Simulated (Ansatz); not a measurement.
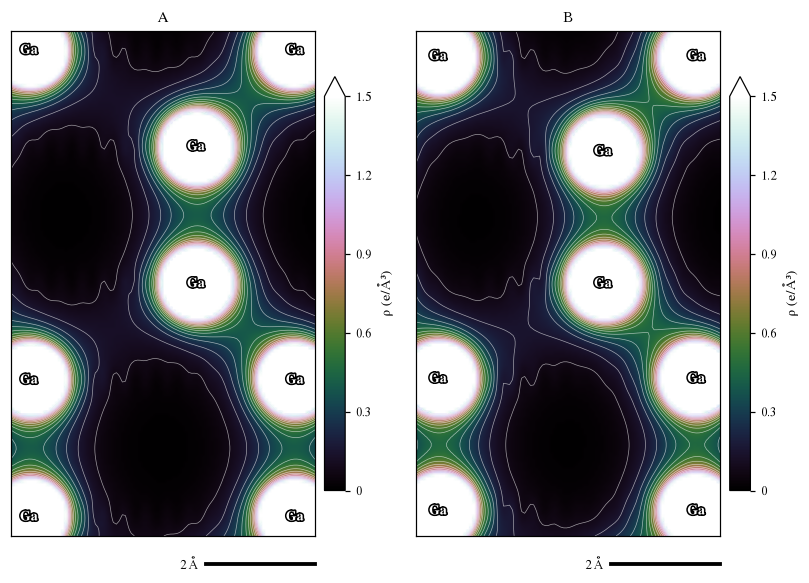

Ga2S. The valence electron density of two cells that differ in size and shape, on the (110) plane of each (indices in the axes of the calculation cell), at one length scale and on one colour scale: A has 23.8 Å³ an atom and B 21.7.

Space group Cmme; a generated structure, not necessarily the stable one.

All numbers below come from Ansatz, DFT PBE, scalar-relativistic, plane waves, PAW.

In a PAW calculation such maps are meaningful between the atoms, not at the nuclei.

The larger cell:

```
Ga S
1.0
     3.42727   -4.27959    0.00000
     3.42727    4.27959    0.00000
     0.00000    0.00000    4.87689
Ga S
4 2
Cartesian
  3.4273 -0.8840 3.3448
  3.4273 -3.3956 3.3448
  3.4273 0.8840 1.5321
  3.4273 3.3956 1.5321
  1.7136 0.0000 0.0000
  5.1409 0.0000 0.0000
```

The smaller cell: a = 5.315 Å, b = 5.315 Å, c = 4.735 Å, α = 90.00°, β = 90.00°, γ = 103.33°.

Q: What changes from the larger cell to the smaller?

A: From the larger cell to the smaller, Ga–Ga goes from 2.51 to 2.42 Å, and the density at its midpoint from 0.41 to 0.46 e/Å³; the pressure goes from 0.0 to 5 GPa.
